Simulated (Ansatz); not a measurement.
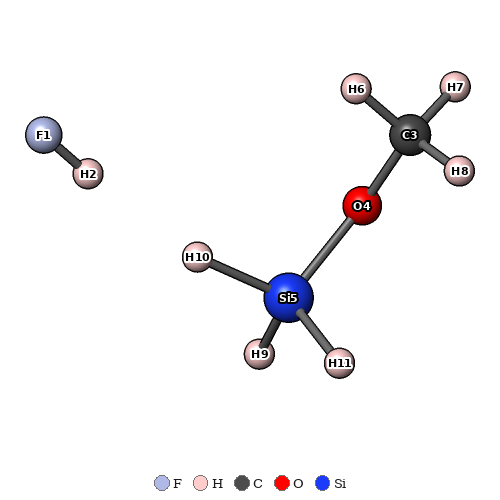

The system is the pair FH···CH₆OSi; the picture shows the reference structure. Coordinates scanned: (1) separation of Si5 and H2 along their line in the relaxed pair; (2) sideways slip of F1, H2. Nothing is relaxed (both partners rigid). The scan uses a 9 × 9 grid. Points are written as (first, second). Energies are in kJ/mol, from the lowest grid point. Level of theory: RHF/def2-SVPD (Ansatz).

Its coordinates:

```tsv
atom	x (Å)	y (Å)	z (Å)
F	0.8496	-1.2937	-3.4923
H	0.3469	-0.8977	-2.8572
C	0.8762	-0.1786	1.5657
O	-0.4768	-0.1591	1.2159
Si	-1.1746	0.6098	-0.0629
H	1.4798	-0.6538	0.7890
H	0.9873	-0.7486	2.4850
H	1.2570	0.8313	1.7351
H	-2.6276	0.3799	0.0158
H	-0.6573	0.0529	-1.3428
H	-0.8605	2.0574	-0.0513
```

Range: separation of Si5 and H2 along their line in the relaxed pair from 2.957 to 4.357 Å; sideways slip of F1, H2 from −2.20 to 2.20 Å.

### What will the energy surface look like?

The lowest grid point is at (3.488 Å, 0.00 Å). No other kind of well shows on this grid. The highest grid point, (2.957 Å, −0.55 Å), lies 9.04 kJ/mol above the lowest. Round the minimum the valley is somewhat tilted: raising the first coordinate shifts the best value of sideways slip of F1, H2 downwards (coupling k₁₂/√(k₁₁k₂₂) about 0.2).

```
second ↓, first →  2.957  3.034  3.158  3.312  3.488  3.682  3.893  4.119  4.357
             2.20   8.30   7.67   6.91   6.27   5.80   5.48   5.28   5.18   5.16
             1.65   5.91   5.46   4.96   4.58   4.36   4.27   4.27   4.35   4.47
             1.10   4.08   3.47   2.86   2.52   2.46   2.61   2.88   3.21   3.57
             0.55   4.87   3.34   1.79   0.91   0.71   0.98   1.49   2.10   2.71
             0.00   8.30   5.36   2.38   0.60   0.00   0.19   0.78   1.52   2.25
            −0.55   9.04   6.18   3.20   1.34   0.63   0.68   1.14   1.76   2.40
            −1.10   6.45   4.92   3.28   2.23   1.82   1.86   2.16   2.57   3.01
            −1.65   4.97   4.35   3.67   3.22   3.04   3.08   3.25   3.48   3.73
            −2.20   4.89   4.64   4.36   4.16   4.07   4.07   4.13   4.22   4.33
```

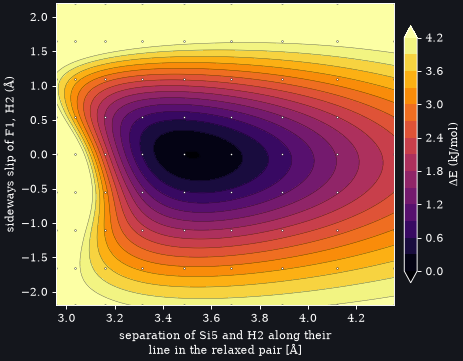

Drawn: filled contours, dots at the grid points, one colour for all values above the top of the scale. Between grid points the surface is interpolated.

Time for the 81 points that were run: 10 min on 1 thread of Arm Neoverse V2, with other jobs on the host.
